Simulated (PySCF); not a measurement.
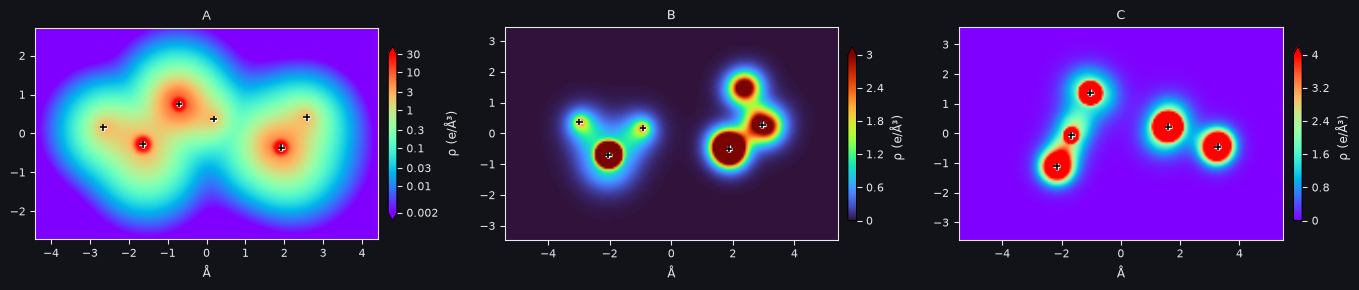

The total electron density of 3 systems, each on a plane through atoms (crosses mark nuclei in the plane).

Method: wB97M-D3(BJ)/def2-TZVPD, SCF density, gas phase (PySCF 2.14.0).

System 1: NH3···CH4O (SMILES N.CO), the plane of atoms C5, O6 and H10. Geometry: PBE0-D3(BJ)/def2-SVPD.

```xyz
10

N     0.5073    0.4465   -0.1087
H     1.3489   -0.0834    0.0990
H    -0.2885   -0.1576    0.0768
H     0.5118    0.6438   -1.1058
C     0.3251    2.7467    2.6179
O     0.3892    2.9689    1.2415
H    -0.5743    2.1750    2.9164
H     0.2799    3.7225    3.1226
H     1.2129    2.2114    3.0053
H     0.4274    2.1076    0.7816
```

System 2: BrF···COS (SMILES FBr.O=C=S), the molecular plane. Geometry: PBE0-D3(BJ)/def2-SVPD.

```xyz
5

Br    0.7230    0.1802   -0.0682
F    -1.0638   -0.0519    0.0339
O     4.0477   -1.8527    0.7702
C     3.8304   -0.8094    0.3377
S     3.5458    0.6251   -0.2567
```

System 3: NF3···PH3 (SMILES FN(F)F.P), the plane of atoms H6, P5 and H8. Geometry: PBE0-D3(BJ)/def2-SVPD.

| atom | x (Å) | y (Å) | z (Å) |
| --- | --- | --- | --- |
| F | 1.1068 | 0.0927 | 0.2165 |
| N | -0.2067 | 0.1270 | 0.5557 |
| F | -0.6675 | 1.1672 | -0.1820 |
| F | -0.7037 | -0.9436 | -0.1136 |
| P | 3.9081 | -1.9185 | -1.6598 |
| H | 2.5005 | -1.7325 | -1.5127 |
| H | 4.0335 | -0.8466 | -2.5949 |
| H | 3.7527 | -2.9000 | -2.6852 |

Q: Match each panel to its system.

A: Panel A is system 1, NH3···CH4O: the plane holds N, H, C and O. N1···H10 (1.89 Å): the density falls to about 0.23 e/Å³ on the way: a closed-shell contact with the geometry of a hydrogen bond. Panel B is system 3, NF3···PH3: the plane holds F, N, P and H. F1···H6 (2.87 Å): the density falls to about 0.02 e/Å³ on the way (a non-bonded, intermolecular contact). Panel C is system 2, BrF···COS: the plane holds Br, F, O, C and S. S5···Br1 (2.86 Å): the density falls to about 0.19 e/Å³ on the way.
